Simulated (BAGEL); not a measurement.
**NEVPT2(10,8)/6-31G(d) (density fitting with cc-pvqz-jkfit, spherical functions) run of BF (SMILES [B]F)**

Aim: the energy change on altering one bond length of BF at NEVPT2(10,8)/6-31G* (density fitting with cc-pvqz-jkfit, spherical functions), from 2 runs. 

The results are computed with BAGEL 1.2.2.

## Step 1: The structure to begin with

BF: 2 atoms, total charge 0, spin state singlet. SMILES: `[B]F`. Geometry: relaxed at PBE0-D4/def2-TZVP.

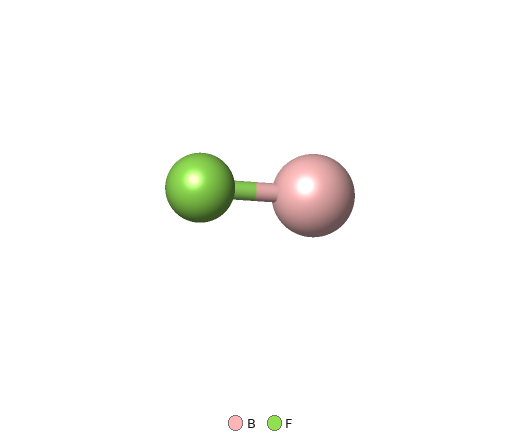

Viewed from a chosen angle; boron pink, fluorine green.

## Step 2: A single-point energy at NEVPT2(10,8)/6-31G(d) (density fitting with cc-pvqz-jkfit, spherical functions)

input.json

```json
{ "bagel" : [

{
  "title" : "molecule",
  "basis" : "6-31gs.json",
  "df_basis" : "cc-pvqz-jkfit",
  "angstrom" : true,
  "geometry" : [
    { "atom" : "B", "xyz" : [    0.000000,    0.000000,   -0.009350 ] },
    { "atom" : "F", "xyz" : [    0.000000,    0.000000,    1.253740 ] }
  ]
},
{
  "title" : "hf"
},
{
  "title" : "nevpt2",
  "nstate" : 1,
  "nact" : 8,
  "nclosed" : 2,
  "maxiter" : 200,
  "natocc" : true,
  "ncore" : 2
},
{
  "title" : "print",
  "file" : "orbitals.molden",
  "orbitals" : true
}

]}
```

The basis set 6-31G* is read from a file made from the Basis Set Exchange's data (not shown).

Run with:

```console
BAGEL_NUM_THREADS=1 BAGEL input.json > input.out
```

The program printed:

```text
* using 1 threads per process

  ===============================================================
  ===============================================================

  *** Geometry ***

  { "atom" : "B", "xyz" : [      0.000000,      0.000000,     -0.017669 ] },
  { "atom" : "F", "xyz" : [      0.000000,      0.000000,      2.369225 ] },

  Number of auxiliary basis functions:      212

  Since a DF basis is specified, we compute 2- and 3-index integrals:
    o Being stored without compression. Storage requirement is 0.001 GB

  Number of basis functions:       28
  Number of electrons      :       14

    * METHOD: MOLECULE                             0.02

  *** RHF ***

  === Nuclear Repulsion ===
    18.8529514763

      * DIIS with orbital gradients will be used.

  === RHF iteration (6-31gs.json) ===
      0       -124.00920244          0.03966806           0.00
      1       -124.06352279          0.02864259           0.00
      2       -124.10071930          0.00180044           0.00
      3       -124.10120950          0.00030175           0.00
      4       -124.10121802          0.00007639           0.00
      5       -124.10121881          0.00001515           0.00
      6       -124.10121884          0.00000260           0.00
      7       -124.10121884          0.00000038           0.00
      8       -124.10121884          0.00000006           0.00
      9       -124.10121884          0.00000002           0.00
     10       -124.10121884          0.00000000           0.00
    * SCF iteration converged.

    * Permanent dipole moment:
           (   -0.000000,     0.000000,    -0.341793) a.u.

    * METHOD: HF                                   0.03

    * freezing 2 orbitals
  ---------------------------
      CASSCF calculation
  ---------------------------

    * nstate   :      1
    * nclosed  :      2
    * nact     :      8
    * nvirt    :     18
  === CASSCF iteration (6-31gs.json) ===

    * Using the second-order algorithm

      0  0      -124.13306262     6.37e-03      0.03

      1  0      -124.16215232     6.54e-03      0.03

      2  0      -124.17880557     4.52e-03      0.03

      3  0      -124.18581041     3.53e-03      0.03

      4  0      -124.19364526     2.71e-03      0.03

      5  0      -124.19991812     1.84e-03      0.03

      6  0      -124.20194726     1.52e-03      0.03

      7  0      -124.20232718     9.07e-04      0.03

      8  0      -124.20239133     4.34e-04      0.03

      9  0      -124.20240221     1.89e-04      0.03

     10  0      -124.20240411     7.92e-05      0.03

     11  0      -124.20240447     3.32e-05      0.03

     12  0      -124.20240454     1.43e-05      0.03

     13  0      -124.20240456     6.42e-06      0.03

     14  0      -124.20240457     3.09e-06      0.03

     15  0      -124.20240457     1.59e-06      0.03

     16  0      -124.20240457     8.62e-07      0.03

     17  0      -124.20240457     4.84e-07      0.03

     18  0      -124.20240457     2.77e-07      0.03

     19  0      -124.20240457     1.60e-07      0.03

     20  0      -124.20240457     9.31e-08      0.03

     21  0      -124.20240457     5.42e-08      0.03

     22  0      -124.20240457     3.16e-08      0.03

     23  0      -124.20240457     1.84e-08      0.03

     24  0      -124.20240457     1.07e-08      0.03

     25  0      -124.20240457     6.27e-09      0.03

    * Second-order optimization converged. *

     guess   0:   closed 11111...             open ........

  === FCI iteration ===

      0  0      -124.09901514     1.09e-02      0.00
      1  0      -124.19618703     3.19e-03      0.00
      2  0      -124.20191803     8.59e-04      0.00
      3  0      -124.20238259     1.73e-04      0.00
      4  0      -124.20240349     4.04e-05      0.00
      5  0      -124.20240454     6.30e-06      0.00
      6  0      -124.20240457     1.17e-06      0.00
      7  0      -124.20240457     2.36e-07      0.00
      8  0      -124.20240457     5.03e-08      0.00
      9  0      -124.20240457     9.69e-09      0.00
     10  0      -124.20240457     2.04e-09      0.00
     11  0      -124.20240457     4.14e-10      0.00
     12  0 *    -124.20240457     6.97e-11      0.00

     * ci vector, state   0, <S^2> = -0.0000
       22222...    -0.9850899706
       2222.2..     0.0612230390
       222.2.2.     0.0612230390
       22.22..2     0.0551035576

  === DF-NEVPT2 calculation ===

    * 3-index integral transformation done
    * assembly done

      NEVPT2 correlation energy:   -0.1035934379      0.01

          (+0)      0.0000000000
          (+0)'     0.0000000000
          (+1)      0.0000000000
          (+1)'     0.0000000000
          (+2)      0.0000000000
          (-1)      0.0000000000
          (-1)'    -0.0406793238
          (-2)     -0.0629141140

      NEVPT2 total energy:       -124.3059980066

    * METHOD: NEVPT2                               5.91

    * METHOD: PRINT                                0.00

  ===============================================================
```

It took 6.3 s on 1 thread of Arm Neoverse V2, shared host; peak memory 0.51 GiB.

## Step 3: The distorted shape, same level

input.json

```json
{ "bagel" : [

{
  "title" : "molecule",
  "basis" : "6-31gs.json",
  "df_basis" : "cc-pvqz-jkfit",
  "angstrom" : true,
  "geometry" : [
    { "atom" : "B", "xyz" : [       0.000000,       0.000000,      -0.198860 ] },
    { "atom" : "F", "xyz" : [       0.000000,       0.000000,       1.253740 ] }
  ]
},

{
  "title" : "hf"
},

{
  "title" : "casscf",
  "nstate" : 1,
  "nact" : 8,
  "nclosed" : 2,
  "nspin" : 0,
  "maxiter" : 200,
  "natocc" : true
},

{
  "title" : "nevpt2",
  "nstate" : 1,
  "nact" : 8,
  "nclosed" : 2,
  "nspin" : 0,
  "maxiter" : 200,
  "natocc" : true,
  "ncore" : 2
},

{
  "title" : "print",
  "file" : "orbitals.molden",
  "orbitals" : true
}

]}
```

The basis set 6-31G* is read from a file made from the Basis Set Exchange's data (not shown).

Run with:

```console
BAGEL_NUM_THREADS=1 BAGEL input.json > input.out
```

The program printed:

```text
* using 1 threads per process

  ===============================================================
  ===============================================================

  *** Geometry ***

  { "atom" : "B", "xyz" : [      0.000000,      0.000000,     -0.375791 ] },
  { "atom" : "F", "xyz" : [      0.000000,      0.000000,      2.369225 ] },

  Number of auxiliary basis functions:      212

  Since a DF basis is specified, we compute 2- and 3-index integrals:
    o Being stored without compression. Storage requirement is 0.001 GB

  Number of basis functions:       28
  Number of electrons      :       14

    * METHOD: MOLECULE                             0.02

  *** RHF ***

  === Nuclear Repulsion ===
    16.3933460555

      * DIIS with orbital gradients will be used.

  === RHF iteration (6-31gs.json) ===
      0       -123.95184969          0.04412802           0.00
      1       -124.01155046          0.03630395           0.00
      2       -124.07536575          0.00240210           0.00
      3       -124.07640442          0.00059253           0.00
      4       -124.07644650          0.00019056           0.00
      5       -124.07645242          0.00003453           0.00
      6       -124.07645257          0.00000413           0.00
      7       -124.07645258          0.00000085           0.00
      8       -124.07645258          0.00000018           0.00
      9       -124.07645258          0.00000002           0.00
     10       -124.07645258          0.00000000           0.00
    * SCF iteration converged.

    * Permanent dipole moment:
           (    0.000000,    -0.000000,     0.093713) a.u.

    * METHOD: HF                                   0.03

  ---------------------------
      CASSCF calculation
  ---------------------------

    * nstate   :      1
    * nclosed  :      2
    * nact     :      8
    * nvirt    :     18
  === CASSCF iteration (6-31gs.json) ===

    * Using the second-order algorithm

      0  0      -124.11385840     8.04e-03      0.03

      1  0      -124.15153937     7.81e-03      0.03

      2  0      -124.16038798     3.91e-03      0.03

      3  0      -124.16435776     3.20e-03      0.03

      4  0      -124.17025284     2.83e-03      0.03

      5  0      -124.17730346     2.09e-03      0.03

      6  0      -124.18128739     2.04e-03      0.03

      7  0      -124.18244489     1.63e-03      0.03

      8  0      -124.18271297     9.72e-04      0.03

      9  0      -124.18277258     4.98e-04      0.03

     10  0      -124.18278545     2.39e-04      0.03

     11  0      -124.18278817     1.12e-04      0.03

     12  0      -124.18278874     5.13e-05      0.03

     13  0      -124.18278886     2.35e-05      0.03

     14  0      -124.18278888     1.07e-05      0.03

     15  0      -124.18278888     4.91e-06      0.03

     16  0      -124.18278889     2.24e-06      0.03

     17  0      -124.18278889     1.03e-06      0.03

     18  0      -124.18278889     4.72e-07      0.03

     19  0      -124.18278889     2.17e-07      0.03

     20  0      -124.18278889     1.01e-07      0.03

     21  0      -124.18278889     4.69e-08      0.03

     22  0      -124.18278889     2.20e-08      0.03

     23  0      -124.18278889     1.04e-08      0.03

     24  0      -124.18278889     4.98e-09      0.03

    * Second-order optimization converged. *

     guess   0:   closed 11111...             open ........

  === FCI iteration ===

      0  0      -124.07357898     1.08e-02      0.00
      1  0      -124.17549237     3.35e-03      0.00
      2  0      -124.18213875     9.55e-04      0.00
      3  0      -124.18275646     1.99e-04      0.00
      4  0      -124.18278681     5.19e-05      0.00
      5  0      -124.18278880     9.72e-06      0.00
      6  0      -124.18278888     2.24e-06      0.00
      7  0      -124.18278889     5.33e-07      0.00
      8  0      -124.18278889     1.34e-07      0.00
      9  0      -124.18278889     3.27e-08      0.00
     10  0      -124.18278889     7.04e-09      0.00
     11  0      -124.18278889     1.24e-09      0.00
     12  0      -124.18278889     2.67e-10      0.00
     13  0 *    -124.18278889     6.02e-11      0.00

     * ci vector, state   0, <S^2> = 0.0000
       22222...    -0.9832414554
       2222.2..     0.0690562230
       222.2.2.     0.0600264869
       22.22..2     0.0600264869

    * METHOD: CASSCF                               0.77

    * freezing 2 orbitals

  === DF-NEVPT2 calculation ===

    * 3-index integral transformation done
    * assembly done

      NEVPT2 correlation energy:   -0.1044029009      0.01

          (+0)      0.0000000000
          (+0)'     0.0000000000
          (+1)      0.0000000000
          (+1)'     0.0000000000
          (+2)      0.0000000000
          (-1)      0.0000000000
          (-1)'    -0.0414206875
          (-2)     -0.0629822134

      NEVPT2 total energy:       -124.2871917871

    * METHOD: NEVPT2                               4.93

    * METHOD: PRINT                                0.00

  ===============================================================
```

Run time: 6 s. Hardware: 1 thread of Arm Neoverse V2, shared host; peak memory 0.51 GiB.

## Step 4: Summary of results

At NEVPT2(10,8)/6-31G* (density fitting with cc-pvqz-jkfit, spherical functions), 2 core orbitals frozen:

```
                                                         quantity          value
                                        first shape: total energy  -124.30600 Eh
                                    distorted shape: total energy  -124.28719 Eh
energy change with the B1–F2 bond stretched from 1.263 to 1.453 Å       0.512 eV
```

With the B1–F2 bond stretched from 1.263 to 1.453 Å the energy rises by 0.51 eV (49.4 kJ/mol). The first shape isn't relaxed at this level, so the change isn't measured from a minimum.
